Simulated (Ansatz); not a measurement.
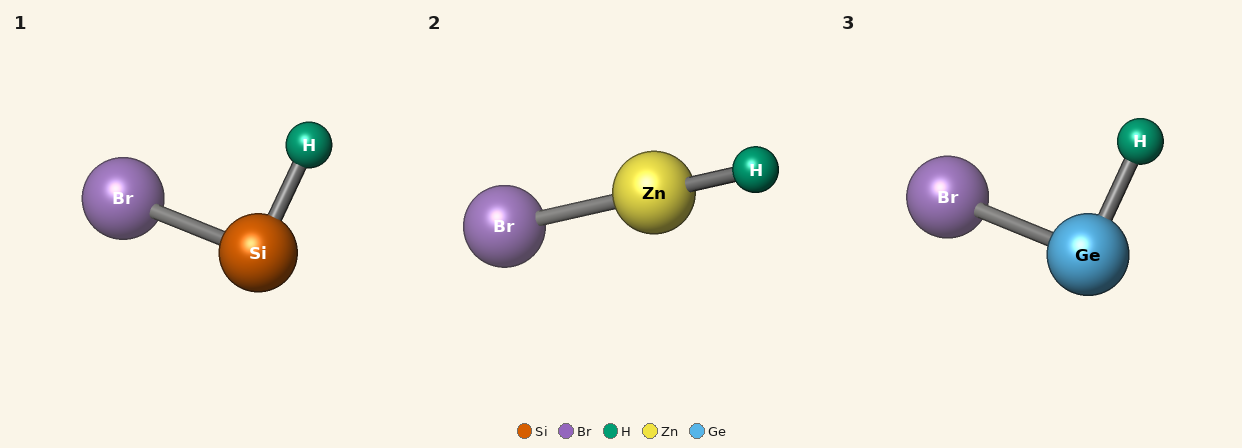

3 molecules with one skeleton, seen from the same side and at one scale. Each species is neutral and a spin singlet. Computed geometries: PBE0-D4/def2-TZVP optimisations, one conformation each. Properties computed with Ansatz 0.2.0.

One atom differs, called X below: Si in panel 1, Zn in panel 2, Ge in panel 3. Their formulas are BrHSi (`[SiH]Br`), BrHZn (`[ZnH][Br]`), BrGeH (`[GeH][Br]`).

**Rank them by the HOMO–LUMO gap, lowest first (PBE0-D4/def2-TZVPP).**

1 (Si), 3 (Ge), 2 (Zn).

**Rank them by the HOMO energy (Kohn–Sham orbital), lowest first (PBE0-D4/def2-TZVPP).**

2 (Zn), 3 (Ge), 1 (Si).

Give the values. With PBE0-D4/def2-TZVP: length of X–Br (Å), length of X–H (Å), angle Br–X–H (°). With PBE0-D4/def2-TZVPP: HOMO energy (Kohn–Sham orbital) (eV), HOMO–LUMO gap (eV), vertical ionisation energy (eV).

```json
{"quantity": "length of X–Br (Å)", "1 (Si)": "2.245", "2 (Zn)": "2.242", "3 (Ge)": "2.339"}
{"quantity": "length of X–H (Å)", "1 (Si)": "1.527", "2 (Zn)": "1.524", "3 (Ge)": "1.598"}
{"quantity": "angle Br–X–H (°)", "1 (Si)": "94.0", "2 (Zn)": "180.0", "3 (Ge)": "93.3"}
{"quantity": "HOMO energy (Kohn–Sham orbital) (eV)", "1 (Si)": "−6.98", "2 (Zn)": "−8.36", "3 (Ge)": "−7.09"}
{"quantity": "HOMO–LUMO gap (eV)", "1 (Si)": "3.89", "2 (Zn)": "7.68", "3 (Ge)": "3.97"}
{"quantity": "vertical ionisation energy (eV)", "1 (Si)": "9.21", "2 (Zn)": "10.88", "3 (Ge)": "9.33"}
```
